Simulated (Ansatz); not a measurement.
## Si2Mo (I4/mmm): modes against uniaxial strain along c

Wanted: the shifts of the zone-centre modes of Si2Mo (I4/mmm) with strain.

Main program and level: Ansatz 0.2.0; DFT PBEsol, scalar-relativistic, plane waves, PAW; PAW set soft_1.

The database entry behind the starting cell is an old determination (1927), so it need not match the best structure at ambient conditions.

## 1. Starting point

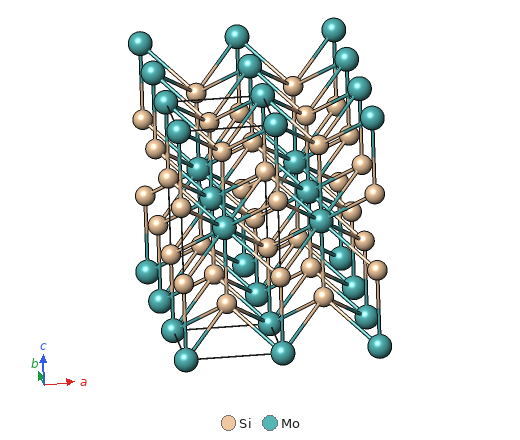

Start, viewed slightly off an axis; silicon light orange, molybdenum teal. 2×3×1 cells are drawn. This picture shows the conventional cell, with its axes. Some periodic images of atoms are drawn too.

As a file:

```cif
data_structure
_symmetry_space_group_name_H-M 'I4/mmm'
_symmetry_Int_Tables_number 139
_cell_length_a 3.2000
_cell_length_b 3.2000
_cell_length_c 7.8610
_cell_angle_alpha 90.000
_cell_angle_beta 90.000
_cell_angle_gamma 90.000
_cell_volume 80.50
loop_
_atom_site_label
_atom_site_type_symbol
_atom_site_symmetry_multiplicity
_atom_site_Wyckoff_symbol
_atom_site_fract_x
_atom_site_fract_y
_atom_site_fract_z
_atom_site_occupancy
Si1 Si 4 e 0.00000 0.00000 0.33300 1
Mo1 Mo 2 a 0.00000 0.00000 0.00000 1
```

## 2. Relaxation

The cell and atoms are relaxed, since residual forces and stress would shift the frequencies.

File input.yaml:

```yaml
crystal:
  lattice:
    - [-1.6, 1.6, 3.9305]
    - [1.6, -1.6, 3.9305]
    - [1.6, 1.6, -3.9305]
  atoms:
    - { symbol: Si, position: [0.333, 0.333, 0.0] }
    - { symbol: Si, position: [0.667, 0.667, 0.0] }
    - { symbol: Mo, position: [0.0, 0.0, 0.0] }
kpoints:
  mp_grid: { grid: [18, 18, 18] }
hamiltonian:
  xc: pbesol
  pseudopotentials: { kind: paw, azcp: { folder: soft_1 }, xc_functional: pbe }
scf:
  occupations: { method: gaussian, width: 0.1 }
output:
  forces: true
  stress: true
  eigenvalues: true
relax:
  adjacent_minimum: "off"
  f_tol: 0.005
  max_steps: 80
  cell: { stress_tol: 0.05 }
```

Run with:

```bash
$ ansatz run input.yaml --threads 4 --pin off --max-ram 10240MiB --backend cpu --events-out ev --progress --plain --runs-dir out
```

Numbers of over 12 decimals in the logs are rounded to 6 here.

The program printed:

```text
basis.fft_grid_basis auto: the FFT boxes are laid along the combinations [[1, 0, 1], [0, 1, 1], [0, 0, 1]] of the cell's own vectors, 3.200, 3.200 and 4.535 Å long. The dense box has 24×24×32 points. Along the cell's own vectors, as sized, it would have 32×32×32, 1.78 times as many. Of the 16 symmetry operations that the crystal satisfies within crystal.symmetry.tolerance (time reversal apart; of a slab, those that k [...]
Engine: ansatz 0.2.0, aarch64-unknown-linux-gnu
Pseudopotentials: kind: paw
Pseudopotential: Si, paw, valence charge 4, recommended cutoff 420 eV (normal), soft_1/Si.paw.azcp
Pseudopotential: Mo, paw, valence charge 14, recommended cutoff 420 eV (normal), soft_1/Mo.paw.azcp
Functional definition: PBEsol
  exchange = pbesol_x
  correlation = pbesol_c
Crystal: 3 atoms, lattice volume = 40.248 Å³
Basis set: ecut = 420 eV, 769 PW (Γ), FFT grids on a1+a3, a2+a3, a3, exchange–correlation on 48×48×64 points (8 copies of the dense FFT grid, shifted against one another)
Bands: 15, of which v1, the nominal top of the filled ones, is band 11 counted from 1 (10 counted from 0)
Symmetry: 16 space group operations
Space group: I4/mmm (ITA 139), of the structure as read, at distance tolerance 3.4e-5 Å
k-points: 480 of 5832
Non-local potential: Si, projectors of the file, l = 0: 2, l = 1: 2, l = 2: 1
Non-local potential: Mo, projectors of the file, l = 0: 3, l = 1: 2, l = 2: 2, l = 3: 1
PAW form: soft (Blöchl's): semilocal exchange-correlation on the pseudo side does not see the compensation charge
PAW frozen core: Si, regenerated for the run's functional, and the local potential with it (the file was generated under x = pbe(κ = 0.804, μ = 0.219515), c = pbe(β = 0.066725))
PAW frozen core: Mo, regenerated for the run's functional, and the local potential with it (the file was generated under x = pbe(κ = 0.804, μ = 0.219515), c = pbe(β = 0.066725))
PAW one-centre angular grid: Si, 110 points (default); XC on 64 Gauss nodes
PAW one-centre angular grid: Mo, 590 points (default); XC on 64 Gauss nodes
Initial density: superposition of atomic densities (chi_scale 0.1, normalization cell, long waves kept (reshape's long-wave potential 0.00 eV rms))
Initial wavefunctions: pseudopotential atomic-orbital guess
Functional: x = pbesol(κ = 0.804, μ = 0.123457), c = pbesol(β = 0.046)
SCF iter   1: F=—  HF=-6143.592126 eV  |F-HF|=—  |Δ(HF+E_count)|=         —  Δρ=9.40e-2  dr2=5.41e0  ethr=3.10e-3  ⟨swp⟩=5.7  Hψ=42508  notcnv=0
preconditioner: auto → Kerker (q_TF=auto, 2.467 Å⁻¹)  [metal: Δε(μ)=0.031 eV  Ē_g=8.121 eV  σ=0.100 eV  W_gap=0.17  n_scr=10 (ndim 8)  ℏωp=21.9 eV  f_vac=0.000  D(μ)=0.59/eV (n_scr^D=2)]
SCF iter   2: F=—  HF=-6142.364596 eV  |F-HF|=—  |Δ(HF+E_count)|=    1.23e0  Δρ=3.12e-2  dr2=2.90e-1  ethr=3.10e-3  ⟨swp⟩=2.5  Hψ=18061  notcnv=0  defer=13
SCF iter   3: F=—  HF=-6142.307471 eV  |F-HF|=—  |Δ(HF+E_count)|=   5.71e-2  Δρ=1.48e-2  dr2=6.59e-2  ethr=1.32e-3  ⟨swp⟩=2.2  Hψ=10660  notcnv=0  defer=13
SCF iter   4: F=—  HF=-6142.292076 eV  |F-HF|=—  |Δ(HF+E_count)|=   1.54e-2  Δρ=2.58e-3  dr2=2.89e-3  ethr=2.99e-4  ⟨swp⟩=2.5  Hψ=11990  notcnv=0  defer=13
SCF iter   5: F=—  HF=-6142.291256 eV  |F-HF|=—  |Δ(HF+E_count)|=   8.21e-4  Δρ=3.34e-4  dr2=8.00e-5  ethr=1.31e-5  ⟨swp⟩=2.8  Hψ=11740  notcnv=0  defer=13
SCF iter   6: F=—  HF=-6142.291233 eV  |F-HF|=—  |Δ(HF+E_count)|=   2.23e-5  Δρ=2.73e-5  dr2=3.58e-7  ethr=3.64e-7  ⟨swp⟩=2.2  Hψ=9402  notcnv=0  defer=13
SCF iter   7: F=-6142.291233 eV  HF=-6142.291233 eV  |F-HF|=7.35e-9  |Δ(HF+E_count)|=   1.09e-7  Δρ=4.87e-6  dr2=1.16e-8  ethr=4.55e-10  ⟨swp⟩=5.7  Hψ=33824  notcnv=0
SCF 1 converged in 7 iterations: F = -6142.291233 eV  dr2 = 1.16e-8
  greatest PAW one-centre occupation: 0.999 electrons in one spin orbital (limit 2), on the Mo atom at site 2 (counted from 0), in its partial waves of l = 0
relax step   1: F+E_penalty+E_count = -6142.29123306 eV  Δ(F+E_penalty+E_count) = +0.000e0 eV  max|allowed force component| = 3.313e-1 eV/Å  Δτ_max = 0.0000 Å  P = -2.703 GPa  Ω = 40.248 Å³  (7 SCF iters, dr2 threshold 1.00e-7 eV, accepted)
Crystal: 3 atoms, lattice volume = 39.629 Å³
Initial density: handed on by an earlier stage of this run
Initial wavefunctions: those handed on with the density
iter 1 solved again at ethr=2.65e-6 eV; its pass at ethr=3.10e-3 eV (dr2=5.83e-4 eV) is discarded
SCF iter   1: F=—  HF=-6142.300429 eV  |F-HF|=—  |Δ(HF+E_count)|=         —  Δρ=1.29e-3  dr2=6.26e-4  ethr=2.65e-6  ⟨swp⟩=1.9  Hψ=45487  notcnv=0
preconditioner: auto → Kerker (q_TF=auto, 2.473 Å⁻¹)  [metal: Δε(μ)=0.064 eV  Ē_g=7.830 eV  σ=0.100 eV  W_gap=0.32  n_scr=10 (ndim 8)  ℏωp=22.1 eV  f_vac=0.000  D(μ)=0.24/eV (n_scr^D=0)]
SCF iter   2: F=—  HF=-6142.300296 eV  |F-HF|=—  |Δ(HF+E_count)|=   1.33e-4  Δρ=7.71e-4  dr2=2.54e-4  ethr=2.65e-6  ⟨swp⟩=1.0  Hψ=7200  notcnv=0
SCF iter   3: F=—  HF=-6142.300203 eV  |F-HF|=—  |Δ(HF+E_count)|=   9.31e-5  Δρ=1.06e-4  dr2=5.59e-6  ethr=1.16e-6  ⟨swp⟩=2.1  Hψ=9952  notcnv=0
SCF iter   4: F=—  HF=-6142.300202 eV  |F-HF|=—  |Δ(HF+E_count)|=   1.29e-6  Δρ=3.08e-5  dr2=6.56e-7  ethr=2.54e-8  ⟨swp⟩=2.4  Hψ=11043  notcnv=0
SCF iter   5: F=-6142.300202 eV  HF=-6142.300202 eV  |F-HF|=1.16e-8  |Δ(HF+E_count)|=   1.72e-7  Δρ=7.79e-6  dr2=2.30e-8  ethr=1.36e-9  ⟨swp⟩=5.0  Hψ=30999  notcnv=0
SCF 2 converged in 5 iterations: F = -6142.300202 eV  dr2 = 2.30e-8
relax step   2: F+E_penalty+E_count = -6142.30020171 eV  Δ(F+E_penalty+E_count) = -8.969e-3 eV  max|allowed force component| = 2.457e-2 eV/Å  Δτ_max = 0.0144 Å  P = +0.964 GPa  Ω = 39.629 Å³  energy of the carried Pulay correction = +5.835e-5 eV  (5 SCF iters, dr2 threshold 3.00e-7 eV, accepted)
Crystal: 3 atoms, lattice volume = 39.803 Å³
iter 1 solved again at ethr=3.07e-7 eV; its pass at ethr=3.10e-3 eV (dr2=6.76e-5 eV) is discarded
SCF iter   1: F=—  HF=-6142.300778 eV  |F-HF|=—  |Δ(HF+E_count)|=         —  Δρ=3.21e-4  dr2=6.57e-5  ethr=3.07e-7  ⟨swp⟩=2.0  Hψ=44164  notcnv=0
preconditioner: auto → Kerker (q_TF=auto, 2.472 Å⁻¹)  [metal: Δε(μ)=0.005 eV  Ē_g=7.799 eV  σ=0.100 eV  W_gap=0.03  n_scr=10 (ndim 8)  ℏωp=22.0 eV  f_vac=0.000  D(μ)=0.24/eV (n_scr^D=0)]
SCF iter   2: F=—  HF=-6142.300756 eV  |F-HF|=—  |Δ(HF+E_count)|=   2.15e-5  Δρ=1.53e-4  dr2=7.20e-6  ethr=2.99e-7  ⟨swp⟩=2.2  Hψ=8682  notcnv=0
SCF iter   3: F=—  HF=-6142.300755 eV  |F-HF|=—  |Δ(HF+E_count)|=   1.42e-6  Δρ=6.12e-5  dr2=1.40e-6  ethr=3.27e-8  ⟨swp⟩=1.6  Hψ=9672  notcnv=0
SCF iter   4: F=-6142.300754 eV  HF=-6142.300754 eV  |F-HF|=1.59e-8  |Δ(HF+E_count)|=   3.43e-7  Δρ=8.39e-6  dr2=2.91e-8  ethr=1.36e-9  ⟨swp⟩=5.0  Hψ=31376  notcnv=0
SCF 3 converged in 4 iterations: F = -6142.300754 eV  dr2 = 2.91e-8
relax step   3: F+E_penalty+E_count = -6142.30075423 eV  Δ(F+E_penalty+E_count) = -5.525e-4 eV  max|allowed force component| = 7.026e-3 eV/Å  Δτ_max = 0.0014 Å  P = +0.006 GPa  Ω = 39.803 Å³  energy of the carried Pulay correction = +4.183e-5 eV  (4 SCF iters, dr2 threshold 3.00e-7 eV, accepted)
[...]
relax step   4: F+E_penalty+E_count = -6142.30076625 eV  Δ(F+E_penalty+E_count) = -1.201e-5 eV  max|allowed force component| = 1.492e-3 eV/Å  Δτ_max = 0.0003 Å  P = -0.003 GPa  Ω = 39.804 Å³  energy of the carried Pulay correction = +4.179e-5 eV  (4 SCF iters, dr2 threshold 5.76e-8 eV, accepted)
Initial wavefunctions: pseudopotential atomic-orbital guess (no wavefunctions were taken with the density)
iter 1 solved again at ethr=4.05e-8 eV; its pass at ethr=3.10e-3 eV (dr2=8.91e-6 eV) is discarded
SCF iter   1: F=—  HF=-6142.300729 eV  |F-HF|=—  |Δ(HF+E_count)|=         —  Δρ=1.11e-5  dr2=9.84e-9  ethr=4.05e-8  ⟨swp⟩=3.0  Hψ=61910  notcnv=0
SCF iter   2: F=—  HF=-6142.300721 eV  |F-HF|=—  |Δ(HF+E_count)|=   7.67e-6  Δρ=5.97e-6  dr2=3.02e-9  ethr=4.47e-11  ⟨swp⟩=2.0  Hψ=11981  notcnv=0
SCF iter   3: F=—  HF=-6142.300721 eV  |F-HF|=—  |Δ(HF+E_count)|=  6.05e-10  Δρ=5.46e-7  dr2=2.46e-10  ethr=1.37e-11  ⟨swp⟩=2.6  Hψ=12296  notcnv=0
SCF iter   4: F=-6142.300721 eV  HF=-6142.300721 eV  |F-HF|=1.82e-11  |Δ(HF+E_count)|=  4.00e-11  Δρ=2.64e-7  dr2=2.97e-11  ethr=1.00e-12  ⟨swp⟩=4.3  Hψ=32005  notcnv=0
SCF 5 converged in 4 iterations: F = -6142.300721 eV  dr2 = 2.97e-11
relax step   5: F+E_penalty+E_count = -6142.30072128 eV  Δ(F+E_penalty+E_count) = +4.497e-5 eV  max|allowed force component| = 1.472e-3 eV/Å  Δτ_max = 0.0000 Å  P = -0.002 GPa  Ω = 39.804 Å³  stress off target by 3.56e-2 GPa  SCF on the basis re-selected at this cell (its energy is not comparable with the rows above)  (4 SCF iters)
basis re-selected at this cell: Δ(F+E_penalty+E_count) = +4.497e-5 eV, ΔP = +0.002 GPa vs the last step (what re-selecting the basis moved, of the pressure what is left beyond the Pulay correction that the steps carried, after the strain that the cell walked since its last selection, with what the two solves' SCF thresholds leave and, on support functions, any second-order correction that the steps lacked; it is no m [...]
SCF converged after 4 iterations
Free energy (F): -6142.300721 eV
Harris-Foulkes:  -6142.300721 eV  (|F-HF|=1.82e-11)
Internal energy: -6142.299541 eV  (E = F + TS)
E sigma→0 (E₀):  -6142.300131 eV
Entropy (-TS):   -0.001180 eV (-0.393 meV/atom)
Fermi energy:    16.062702 eV
--- Per-component energies (eV) ---
  E_band       = -44.537781
  E_kinetic    = 513.069494
  E_local      = -1124.730950  (includes V_loc(G=0)·N_el)
  E_nonlocal   = 194.767382
  E_hartree    = 428.995656
  E_xc         = -291.942180
  E_vxc        = -321.335088  (∫ρ·V_xc dr)
  E_paw        = -4149.989854  (= ΣΔE_a)
  E_vpaw       = -164.300016  (= ΣTr[D̂ρ^β])
  E_aug_tail   = 0.000118  (compensation charges beyond the density's cutoff)
  E_ewald      = -1712.741627
  E_core_change = 0.272421  (= ΣΔE_core)
  E_smearing   = -0.001180  (= −TS)
  E_closure    = 0.000000  (closes the sum)
  Σ components = -6142.300721   (vs F -6142.300721, Δ=0.00e0)
--- Forces (eV/Å), atoms counted from 1 ---
  atom   1  Si     0.00000000    -0.00000000     0.00147199
  atom   2  Si     0.00000000     0.00000000    -0.00147199
  atom   3  Mo    -0.00000000     0.00000000     0.00000000
  max |Σ_I F_I| component: 1.39e-17 eV/Å
--- Stress (GPa, compression-positive) ---
        0.015490      -0.000000       0.000000
       -0.000000       0.015490       0.000000
       -0.000000       0.000000      -0.035620
  P = ⅓ Tr σ = -0.0015 GPa (-0.015 kbar)
--- Band table (eV; the first three rows and the last of 480) ---
  k-point 0: bands = [... 7 lower, 12.9241, 13.4217, 13.4217, 16.4445, 19.2040, 19.2939, 19.6186, 19.6186]
  k-point 1: bands = [... 7 lower, 12.9524, 13.1682, 13.8547, 16.0675, 18.9640, 19.4106, 19.4847, 19.6668]
  k-point 2: bands = [... 7 lower, 12.5577, 13.0404, 14.4355, 15.1702, 18.4960, 19.4194, 19.7304, 19.7815]
  k-point 479: bands = [... 7 lower, 13.8302, 15.4735, 15.4735, 15.6019, 15.6019, 16.5802, 20.8235, 21.3083]
--- Relaxed structure (4 steps of the walk, 4 accepted, 1 SCFs on fresh bases) ---
  F+E_penalty+E_count = -6142.30072128 eV   max|allowed force component| = 1.472e-3 eV/Å   (the final SCF, on the basis selected at the relaxed cell)
  cell:  # Å, volume = 39.8039 Å³
    - [-1.595123, 1.595123, 3.910909]
    - [1.595123, -1.595123, 3.910909]
    - [1.595123, 1.595123, -3.910909]
  atoms:
    - { symbol: Si, position: [0.335057, 0.335057, 0] }
    - { symbol: Si, position: [0.664943, 0.664943, 0] }
    - { symbol: Mo, position: [0, 0, 0] }
```

It took 19 s on 4 threads of Arm Neoverse V1, shared host; peak memory 0.56 GiB.

The steps of the relaxation:

| step | energy less that of the first step (eV) | largest force component (eV/Å) | pressure (GPa) | volume (Å³) |
| --- | --- | --- | --- | --- |
| 1 | 0.0000 | 0.3313 | -2.70 | 40.25 |
| 2 | -0.0090 | 0.0246 | 0.96 | 39.63 |
| 3 | -0.0095 | 0.0070 | 0.01 | 39.80 |
| 4 | -0.0095 | 0.0015 | 0.00 | 39.80 |
| 5* | -0.0095 | 0.0015 | 0.00 | 39.80 |

Relaxation steps marked * repeat the geometry before them on a plane-wave basis chosen anew for their cell, so energy and pressure can jump there.

The run keeps the 16 symmetry operations that it works with, so distortions that break them were not tested.

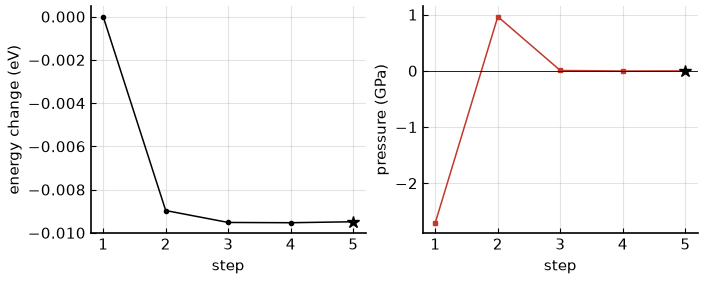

Energy and pressure along the relaxation. Stars mark steps on a basis chosen anew.

| conventional cell, symmetrised | before | after | change |
| --- | --- | --- | --- |
| a (Å) | 3.200 | 3.190 | -0.3 % |
| b (Å) | 3.200 | 3.190 | -0.3 % |
| c (Å) | 7.861 | 7.822 | -0.5 % |
| volume (Å³/atom) | 13.42 | 13.27 | -1.1 % |

The atoms that moved most (Å, as changes of fractional coordinates times the final cell):

| atom | dx | dy | dz | length |
| --- | --- | --- | --- | --- |
| Si1 | 0.000 | 0.000 | 0.016 | 0.016 |
| Si2 | 0.000 | 0.000 | -0.016 | 0.016 |

Final coordinates:

```xyz
3
Lattice="-1.5951 1.5951 3.9109 1.5951 -1.5951 3.9109 1.5951 1.5951 -3.9109" Properties=species:S:1:pos:R:3 pbc="T T T"
Si    0.0000    0.0000    2.6208
Si    0.0000    0.0000    5.2011
Mo    0.0000    0.0000    0.0000
```

This step gave:

* pressure: -0.001546 GPa
* volume per atom: 13.27 Å³
* gap on the k-mesh: 0 eV

In this step the volume went from 13.42 to 13.27 Å³/atom.

## 3. Tight relaxation

Phonons need small forces and stress, so the relaxation is finished with tight tolerances on 20×20×20 k points.

input.yaml, the sections that differ from step 2:

```yaml
crystal:
  lattice:
    - [-1.595122656, 1.595122656, 3.9109087056]
    - [1.595122656, -1.595122656, 3.9109087056]
    - [1.595122656, 1.595122656, -3.9109087056]
  atoms:
    - { symbol: Si, position: [0.3350567153, 0.3350567153, 0.0] }
    - { symbol: Si, position: [0.6649432847, 0.6649432847, 0.0] }
    - { symbol: Mo, position: [0.0, 0.0, 0.0] }
kpoints:
  mp_grid: { grid: [20, 20, 20] }
scf:
  occupations: { method: methfessel_paxton, width: 0.2 }
relax:
  adjacent_minimum: "off"
  f_tol: 0.001
  max_steps: 60
  cell: { stress_tol: 0.01 }
# hamiltonian, output: as in step 2
```

The program printed:

```text
[...]
Crystal: 3 atoms, lattice volume = 39.804 Å³
Basis set: ecut = 420 eV, 769 PW (Γ), FFT grids on a1+a3, a2+a3, a3, exchange–correlation on 48×48×64 points (8 copies of the dense FFT grid, shifted against one another)
Bands: 15, of which v1, the nominal top of the filled ones, is band 11 counted from 1 (10 counted from 0)
Symmetry: 16 space group operations
[...]
--- Relaxed structure (3 steps of the walk, 3 accepted, 1 SCFs on fresh bases) ---
[...]
cell:  # Å, volume = 39.8038 Å³
    - [-1.595247, 1.595247, 3.910285]
    - [1.595247, -1.595247, 3.910285]
    - [1.595247, 1.595247, -3.910285]
  atoms:
    - { symbol: Si, position: [0.335093, 0.335093, 0] }
    - { symbol: Si, position: [0.664907, 0.664907, 0] }
    - { symbol: Mo, position: [0, 0, 0] }
[key lines of the parts left out:]
SCF converged after 4 iterations
Free energy (F): -6142.300021 eV
Fermi energy:    16.052985 eV
P = ⅓ Tr σ = 0.0009 GPa (0.009 kbar)
```

It took 20 s on 4 threads; peak memory 0.64 GiB; 78 s of CPU time.

Little changed from the start: no atom moved by 0.005 Å and no cell edge by 0.1 %.

Numbers from this step:

```yaml
pressure: 8.93e-4 GPa
```

The largest force component left is 0.63 meV/Å and the pressure is 0.001 GPa, within the tolerances set. The cell now holds 13.27 Å³/atom.

(Continued in part 2 of 3.)

[Logs are printed without paths, hosts, clocks, repeated set-up lines and the standing remarks that a program may print on its own settings, such as how far it seeks lower states.]

[Hosts, paths, dates, database ids (printed as entryN), source tags and the programs' standing remarks are cut or masked in the printed files.]
